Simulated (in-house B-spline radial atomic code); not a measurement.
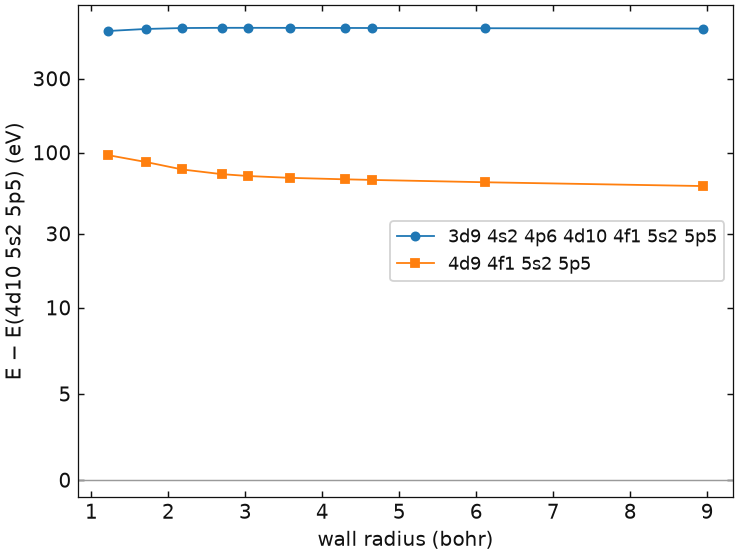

The neutral iodine atom; electrons: [Kr] 4d10 5s2 5p5. It is put inside a hard spherical wall of varying radius. The calculation used an in-house B-spline radial code at this level: scalar-relativistic (spin-free one-electron X2C) PBE, spherical fractional occupations, Fermi nucleus, hard spherical wall, basis-set limit. The runs are spin-unpolarised. The plot shows the energy of other fillings against the starting one at the same radius, on a scale that is linear within ±10 eV and logarithmic beyond.

Q: Does confinement change the order of these fillings?

A: Against 4d10 5s2 5p5: 3d9 4s2 4p6 4d10 4f1 5s2 5p5 lies 631.4 eV above it at 8.95 bohr and never crosses it, ending at 609.1 eV at 1.21 bohr; 4d9 4f1 5s2 5p5 lies 60.9 eV above it at 8.95 bohr and never crosses it, ending at 96.6 eV at 1.21 bohr. At the tightest wall the lowest of the fillings run is 4d10 5s2 5p5; others weren't tried.
